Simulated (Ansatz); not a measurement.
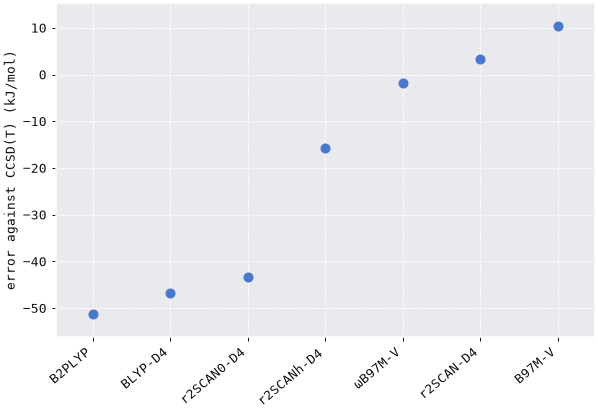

Error in the electronic atomisation energy (method less reference, so positive means overbinding) of AlH₂SOCl, SMILES [OH][Al]([SH])[Cl], singlet: functionals in def2-TZVPP against frozen-core CCSD(T) at the limit (MP2 extrapolated from triple and quadruple zeta, plus CCSD(T) less MP2 in a smaller set), which gives 2084.6 kJ/mol, at a PBE0-D4/def2-TZVP geometry (a minimum by its frequencies), no zero-point or spin-orbit term, the Ansatz code 0.2.0. The reference leaves out core correlation, a term that grows with the number of heavy atoms. B2PLYP holds a correlation term that converges slowly with the basis, so part of the distance to the limit is basis error. No dispersion term is added to B2PLYP.

**What range do the values span?**

From −51.3 kJ/mol (B2PLYP) to 10.4 kJ/mol (B97M-V).

**Give the values.**

| level | kJ/mol |
| --- | --- |
| B2PLYP | −51.3 |
| BLYP-D4 | −46.8 |
| r2SCAN0-D4 | −43.4 |
| r2SCANh-D4 | −15.7 |
| ωB97M-V | −1.7 |
| r2SCAN-D4 | 3.4 |
| B97M-V | 10.4 |
